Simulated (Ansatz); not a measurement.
System: La$_{3}$N.

Input

```
crystal:
  lattice:
    - [4.5474424143, 0.0, 0.0]
    - [0.0, 4.5474424143, 0.0]
    - [0.0, 0.0, 4.5474424143]
  atoms:
    - { symbol: La, position: [0.0, 0.5, 0.5] }
    - { symbol: La, position: [0.5, 0.0, 0.5] }
    - { symbol: La, position: [0.5, 0.5, 0.0] }
    - { symbol: "N", position: [0.0, 0.0, 0.0] }
basis:
  ecutwfc: 420
kpoints:
  mp_grid: { grid: [10, 10, 10] }
  band_path:
    path:
      - [[0.0, 0.0, 0.0], [0.0, 0.5, 0.0], [0.5, 0.5, 0.0], [0.0, 0.0, 0.0], [0.5, 0.5, 0.5], [0.0, 0.5, 0.0]]
      - [[0.5, 0.5, 0.5], [0.5, 0.5, 0.0]]
    npoints: 14
hamiltonian:
  xc: pbe
scf:
  occupations: { method: gaussian, width: 0.1 }
  n_extra_bands: 10
output:
  forces: true
  stress: true
  eigenvalues: true
  populations: true
  dos: { projected: true, de: 0.02, nscf_kmesh: { grid: [12, 12, 12] } }
  bader: true
  write_density: true
  write_potential: true
  elf: true
  volumetric_format: npy
```

Launched as:

```sh
ansatz run input.yaml --threads 1 --pin off --max-ram 2560MiB --backend cpu --events-out ev --progress --plain --runs-dir out
```

Below, planes, directions and counts refer to the conventional cell (a = 4.55 Å, b = 4.55 Å, c = 4.55 Å, α = 90.00°, β = 90.00°, γ = 90.00°).

Space group Pm-3m; a structure generated by program, which may or may not match a known phase.

Theory: DFT PBE, scalar-relativistic, plane waves, PAW in Ansatz 0.2.0.

What can the converged valence pseudo-density and electron localisation function tell about the bonding?

Answer. La–N (3.22 Å): the density is about 0.12 e/Å³ at the midpoint; the ELF is about 0.10 at the midpoint: no localised pair shows between them.
Bader's partition of the density gives La +0.51 and N −1.53 e.

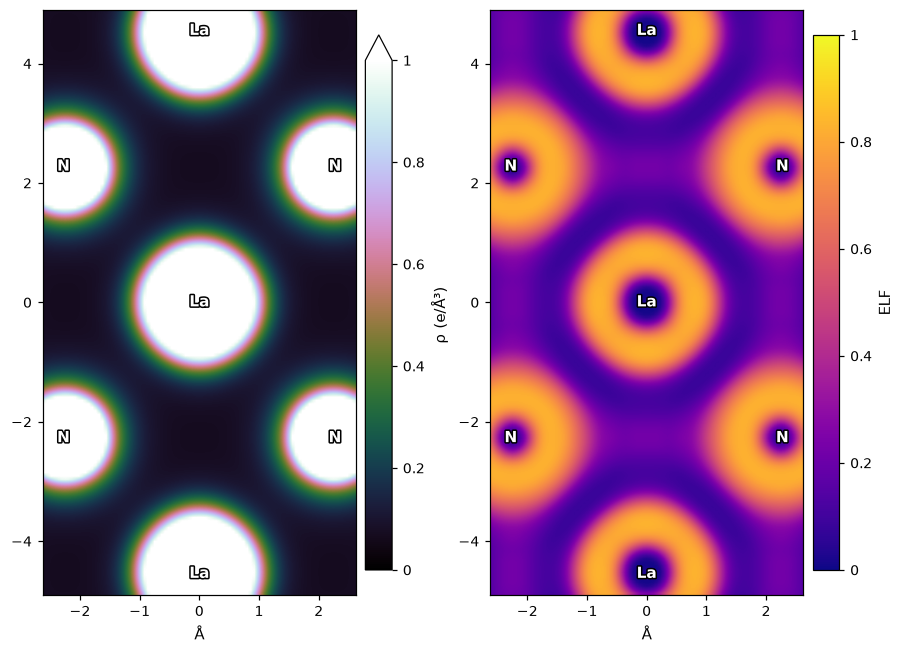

Computed valence pseudo-density and electron localisation function on the (001) plane of the conventional cell, in this order. 

Core electrons are frozen (PAW), and the valence fields are smoothed inside the atomic spheres.
